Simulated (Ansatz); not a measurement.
**SiCl2OF (SMILES [O][Si](F)(Cl)Cl) at UHF/STO-3G**

Aim: the vertical ionisation energy of SiCl2OF at UHF/STO-3G, from 2 runs. 

Program for the calculation: Ansatz 0.2.0.

73 further runs of the same task are left out: 9 that didn't finish, 64 set aside as unsound or not needed.

### Step 1. Starting point

SiCl2OF: 5 atoms, total charge 0, spin state doublet. SMILES: `[O][Si](F)(Cl)Cl`. The shape is that of a PBE0-D4/def2-TZVP optimisation.

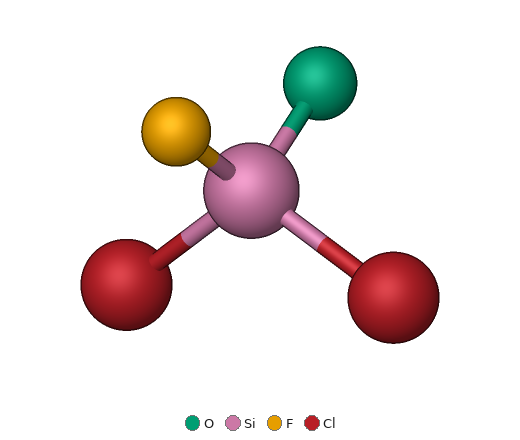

The structure, seen from a chosen angle (oxygen teal, silicon pink, fluorine amber, chlorine red).

### Step 2. The energy at UHF/STO-3G

input.yaml

```yaml
crystal:
  periodic: [false, false, false]
  atoms:
    - symbol: O
      position_ang: [1.205200, -1.120900, 0.351000]
    - symbol: Si
      position_ang: [0.002000, -0.037300, 0.071900]
    - symbol: F
      position_ang: [-0.944500, 0.175500, 1.311100]
    - symbol: Cl
      position_ang: [-1.088600, -0.815800, -1.428500]
    - symbol: Cl
      position_ang: [0.875700, 1.725000, -0.347000]
basis:
  gaussian: {orbitals: STO-3G}
output: {orbitals: {seedname: orbitals}}
magnetization: {spin_polarized: true, initial_magnetization: 1}
accuracy: high
hamiltonian: {xc: hf}
```

Run with:

```bash
$ ansatz run input.yaml --threads 1 --pin off --max-ram 3480MiB --events-out events.jsonl --progress --plain --runs-dir runs
```

The log of the run:

```text
Warning: RAYON_NUM_THREADS=1 ignored (pool sized by the plan → 1); use --threads N
Functional definition: HF
  name "HF"
  exchange = exact_x
  correlation = 0
750 factors; integrals over basis functions are off by at most 2.4e-8 eV
mean field evaluation 1: about -37187.9040 eV, gradient 2.0e1 eV
mean field evaluation 2: about -37187.9654 eV, gradient 2.0e1 eV
mean field evaluation 4: about -37191.5105 eV, gradient 9.4e-1 eV
mean field evaluation 8: about -37191.5232 eV, gradient 1.7e-2 eV
mean field evaluation 16: about -37191.3627 eV, gradient 2.6e0 eV
mean field evaluation 32: about -37191.4935 eV, gradient 6.5e-2 eV
mean field evaluation 64: about -37191.5231 eV, gradient 2.3e-2 eV
mean field -37191.52322156 eV, -1366.7632690723 hartree, gradient 2.1e-8 eV, S^2 0.754248; 3 other end points of the search recorded, 0 dependent functions left out
reference -37191.52322156 eV, -1366.7632690723 hartree; 33, 32 occupied and 4, 5 virtual orbitals, 750 factors
Total energy: -37191.52322156 eV, -1366.7632690723 hartree
```

Run time: 1.3 s. Hardware: 1 thread of Arm Neoverse V2, shared host; peak memory 0.13 GiB.

### Step 3. The singlet cation at the same level

input.yaml

```yaml
crystal:
  periodic: [false, false, false]
  atoms:
    - {symbol: O, position_ang: [1.205200, -1.120900, 0.351000]}
    - {symbol: Si, position_ang: [0.002000, -0.037300, 0.071900]}
    - {symbol: F, position_ang: [-0.944500, 0.175500, 1.311100]}
    - {symbol: Cl, position_ang: [-1.088600, -0.815800, -1.428500]}
    - {symbol: Cl, position_ang: [0.875700, 1.725000, -0.347000]}
basis:
  gaussian:
    orbitals: STO-3G
total_charge: 1
output: {orbitals: {seedname: orbitals}}
accuracy: high
hamiltonian:
  xc: hf
```

Run with:

```bash
$ ansatz run input.yaml --threads 1 --pin off --max-ram 3480MiB --events-out events.jsonl --progress --plain --runs-dir runs
```

The log of the run:

```text
Warning: RAYON_NUM_THREADS=1 ignored (pool sized by the plan → 1); use --threads N
Functional definition: HF
  name "HF"
  exchange = exact_x
  correlation = 0
750 factors; integrals over basis functions are off by at most 2.4e-8 eV
mean field evaluation 1: about -37173.7636 eV, gradient 3.3e1 eV
mean field evaluation 2: about -37173.8203 eV, gradient 3.3e1 eV
mean field evaluation 4: about -37179.0346 eV, gradient 3.7e0 eV
mean field evaluation 8: about -37179.1581 eV, gradient 4.0e-3 eV
mean field evaluation 16: about -37179.0155 eV, gradient 1.7e0 eV
mean field evaluation 32: about -37179.0108 eV, gradient 1.7e0 eV
mean field evaluation 64: about -37178.9307 eV, gradient 4.2e-1 eV
mean field -37179.15410161 eV, -1366.3087122985 hartree, gradient 2.5e-8 eV, S^2 0.000000; 2 other end points of the search recorded, 0 dependent functions left out
reference -37179.15410161 eV, -1366.3087122985 hartree; 32, 32 occupied and 5, 5 virtual orbitals, 750 factors
Total energy: -37179.15410161 eV, -1366.3087122985 hartree
```

Wall time 0.75 s (1 thread of Arm Neoverse V2, shared host); peak memory 0.095 GiB.

### Step 4. Results

Level: UHF/STO-3G.

| quantity | value |
| --- | --- |
| doublet SiCl2OF: total energy | -1366.76327 Eh |
| doublet SiCl2OF: HOMO energy (highest over α and β) | -11.05 eV |
| doublet SiCl2OF: LUMO energy (lowest over α and β) | 6.08 eV |
| doublet SiCl2OF: ⟨S²⟩ | 0.754 |
| singlet cation: total energy | -1366.30871 Eh |
| singlet cation: HOMO energy | -17.80 eV |
| singlet cation: LUMO energy | -9.63 eV |
| singlet cation: HOMO–LUMO gap | 8.17 eV |
| vertical ionisation energy (to the singlet cation) | 12.369 eV |

The vertical ionisation energy comes to 12.37 eV (285 kcal/mol). Only the singlet of the ionised species was computed; a triplet could lie lower. In a minimal basis such a difference can be off by several eV, whatever the method.
